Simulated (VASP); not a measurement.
Band structure of Ni3Fe (L1_2). Method: PBE GGA with D3 dispersion (Becke-Johnson damping), VASP's PBE PAW potentials (set 64) (plane waves; VASP).

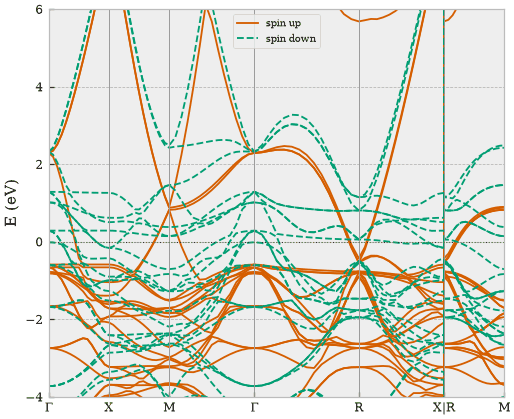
*Bands along high-symmetry lines, zero at the valence-band maximum or, without a gap, the Fermi level*

Question: Read the plot: is there a gap, and where are the band edges?

Answer: It has no gap at this level: it comes out as a metal or semimetal. (Edges off the drawn lines would not show.)

The compound is Ni3Fe in the L1_2 structure. It was relaxed first.
